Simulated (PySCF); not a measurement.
```xyz
14

N     2.9955    0.0795    0.1020
C     1.7214    0.1102   -0.3460
O     1.4727    0.2418   -1.5315
Si    0.3253   -0.0598    0.9548
N    -1.0973    0.0119    0.0003
Si   -2.7658   -0.0795    0.4631
H     3.7599    0.1697   -0.5511
H     3.2054   -0.0222    1.0774
H     0.4352    1.0368    1.9266
H     0.4627   -1.3378    1.6641
H    -0.9057    0.1691   -0.9792
H    -2.9536   -1.2879    1.2688
H    -3.1252    1.0916    1.2695
H    -3.5312   -0.1238   -0.7808
```

Geometry: GFN2-xTB.

All numbers below come from PBE0/pcSseg-1, SCF density, gas phase, non-relativistic in PySCF.

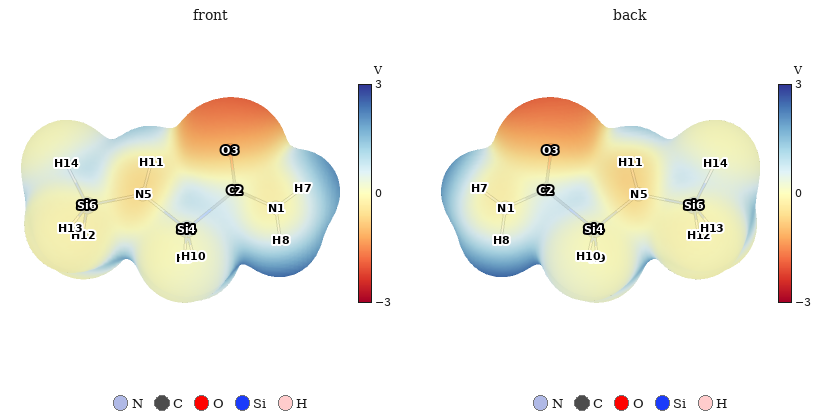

CH$_{8}$N$_{2}$OSi$_{2}$ (SMILES NC(=O)[SiH2]N[SiH3]). The electrostatic potential painted on the density surface at 0.002 e/bohr³, seen from the front and from behind; red is negative and blue positive.

Describe the electrostatic potential map.

The most negative region (about −1.8 V) lies over O3, the most positive (about +2.4 V) over H8. O3 is the likeliest acceptor of a hydrogen bond.

What dipole moment does the calculation give?

Its dipole moment is 2.88 D.
